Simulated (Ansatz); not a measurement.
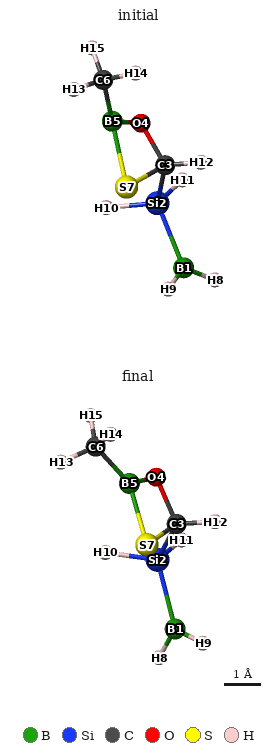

The structure of C₂H₈B₂OSSi before (top) and after (bottom) a relaxation, at one scale.

A ball-and-stick model, seen from a free direction.

The run prepares an end point of a later path (torsion) calculation, from a guessed geometry.

Computed with RKS PBE0-D4/6-31G* in Ansatz 0.2.0.

The input:
```yaml
crystal:
  periodic: [false, false, false]
  atoms:
    - { symbol: B, position_ang: [0.8089, -3.277, -0.3446] }
    - { symbol: Si, position_ang: [0.148, -1.8371, 0.8426] }
    - { symbol: C, position_ang: [-0.4564, -0.3527, -0.1611] }
    - { symbol: O, position_ang: [-0.7319, 0.6906, 0.687] }
    - { symbol: B, position_ang: [0.0297, 1.7717, 0.0996] }
    - { symbol: C, position_ang: [-0.3562, 3.2833, -0.2678] }
    - { symbol: S, position_ang: [0.9571, 0.4566, -0.9278] }
    - { symbol: H, position_ang: [0.2693, -4.2704, -0.3568] }
    - { symbol: H, position_ang: [1.658, -3.0052, -1.0573] }
    - { symbol: H, position_ang: [1.2548, -1.4325, 1.7558] }
    - { symbol: H, position_ang: [-0.9774, -2.3421, 1.6713] }
    - { symbol: H, position_ang: [-1.2131, -0.6021, -0.8488] }
    - { symbol: H, position_ang: [0.55375, 3.8795, -0.54789] }
    - { symbol: H, position_ang: [-1.07097, 3.2924, -1.07869] }
    - { symbol: H, position_ang: [-0.78693, 3.74132, 0.64323] }
basis:
  gaussian: { orbitals: "6-31G*" }
hamiltonian:
  xc: pbe0
  dispersion: d4
relax:
  f_tol: 0.015
  max_steps: 40
output:
  orbitals: {}
```

Launched with:
```bash
ansatz run input.yaml --threads 2 --pin off --max-ram 3072MiB --backend cpu --events-out ev --progress --plain --runs-dir out
```

> What changed between the two?

The relaxation stopped without meeting its thresholds, so the last structure isn't shown to be converged. It used up its limit of 40 steps. H8 moves most after the best rigid fit: 1.65 Å. By element the largest moves are H 1.65 Å, S 0.67 Å, O 0.54 Å, B 0.52 Å, C 0.34 Å, Si 0.16 Å. Some distances before and after: B5–S7 1.909 → 1.835 Å, O4–B5 1.447 → 1.375 Å, B1–H8 1.131 → 1.198 Å, C3–O4 1.372 → 1.434 Å. Bond angles that change, for instance: O4–B5–S7 87.7° → 98.7°, H8–B1–H9 123.9° → 117.2°, O4–C3–H12 116.1° → 109.9°. Groups turn about B1–Si2 by about 75°. Over 33 accepted moves (39 points after the start) the energy falls by 121.1 kJ/mol. Largest force component: 3.8 eV/Å at the start, 0.025 eV/Å at the end. The line search rejected the trial steps at points 9, 12, 16, 20, 27, 34 of the run. Cost: 4.3 min on 2 threads of Intel(R) Xeon(R) Platinum 8488C (Sapphire Rapids), with other jobs on the host, peak memory 0.37 GiB.
